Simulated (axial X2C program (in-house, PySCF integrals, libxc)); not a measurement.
Relativistic diatomic calculation for TeCr

System: TeCr, single determinant with Ω = 1.
Method: BLYP, two-component X2C with atomic mean-field Coulomb and Gaunt terms, Te dyall-cv3z, Cr dyall-cv3z (cores contracted) (axial X2C program (in-house, PySCF integrals, libxc)).

**Results in brief**

```
                 quantity                                                                  value
                  outcome                                                              converged
           bond length rₑ                                                                2.483 Å
                       ωₑ                                                             253.3 cm⁻¹
    energy at the minimum                                                    −7841.87202 hartree
depth below the fragments                                                                2.47 eV
                 hardware  1 thread of AMD EPYC (Zen 4), 64 GiB of memory available, shared host
                wall time                                                                  2.8 s
```

**Remarks**

Caveats: 7 of the 10 points asked for were kept.

**Input**
```
{"zs": [52, 24], "q": 0, "bas": ["dyall-cv3z", "dyall-cv3z"], "levels": ["PBE0", "HF", "BLYP"], "cc": true, "r0": 2.39, "thr": -1.0, "nmax": 90, "npts": 10, "nst": 2, "ntry": 6}
```

The line is the task of a batch: nuclear charges, charge, bases, the levels to run, a first guess of the distance and further settings. This report covers BLYP with spin-orbit coupling. The log is that of the reference distance 2.522 Å.

Launched within a batch (the task file carries these settings):
```bash
python <driver script> task.json out
```

**Output**
```
two-component X2C + atomic mean field  BLYP
basis functions 232  fitting functions 1239  grid points 5804
iter        total energy     max residual
   1      -7841.858119567     1.06e-01
   2      -7841.857322400     5.40e-02
   3      -7841.127544967     3.25e-01
   4      -7841.865352279     3.44e-02
   5      -7841.856996763     3.55e-02
   6      -7841.871700921     4.09e-03
   7      -7841.871783194     9.35e-04
   8      -7841.871788104     1.84e-04
   9      -7841.871788328     4.39e-05
  10      -7841.871788348     5.16e-06
  11      -7841.871788348     2.30e-06
converged
one-electron -11283.43066277  Coulomb 3411.01803598  exact exchange 0.00000000  xc functional -227.01433101  nuclear repulsion 261.86088788  atomic mean-field constant -4.30571842
```

**The points of the curve**

```tsv
R (Å)	E (hartree)	dipole (D; origin at the first atom, positive when the second is positive)	highest filled (eV)	lowest empty (eV)
2.295	−7841.864450	3.77	−4.15	−3.91
2.371	−7841.869610	3.91	−4.20	−3.95
2.446	−7841.871787	4.04	−4.24	−3.97
2.522	−7841.871788	4.15	−4.28	−4.00
2.610	−7841.869851	4.26	−4.31	−4.01
2.699	−7841.866497	4.34	−4.34	−4.03
2.812	−7841.860917	4.43	−4.36	−4.04
```

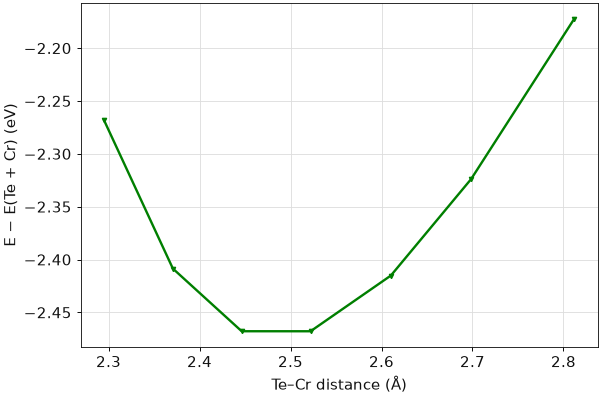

**Figure 1.** Energy at 7 bond lengths, for one set of occupations held fixed; the line joins the points. A polynomial of degree 5 through 7 points gives rₑ = 2.483 Å, ωₑ = 253.3 cm⁻¹, ωₑxₑ = 0.88 cm⁻¹ and Bₑ = 0.07368 cm⁻¹. The minimum lies 2.47 eV below Te + Cr, each computed as one determinant at the same level.

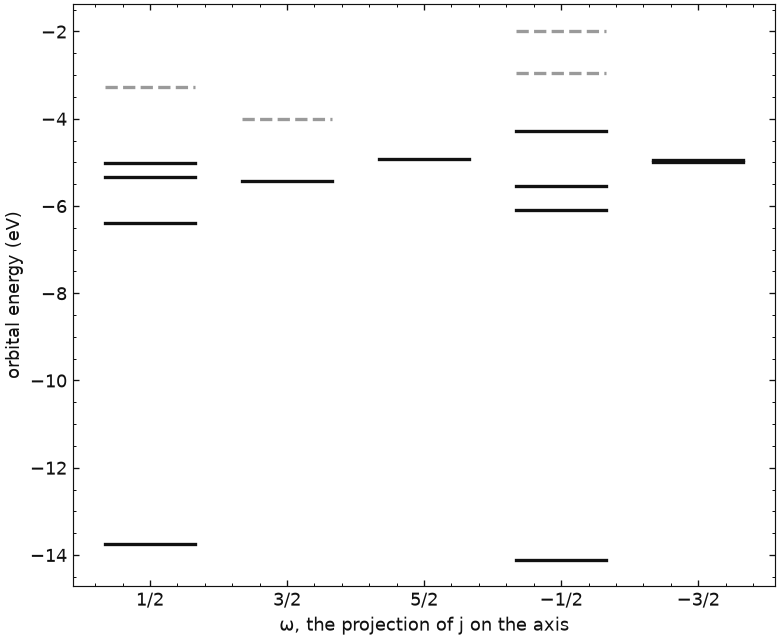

**Figure 2.** Orbital energies near the frontier at 2.52 Å, filled (solid) and empty (dashed). The highest filled spinor (−1/2; 53 % Te p, 37 % Cr d) lies at −4.28 eV, the lowest empty one (3/2; 62 % Te p, 26 % Cr d) at −4.00 eV.
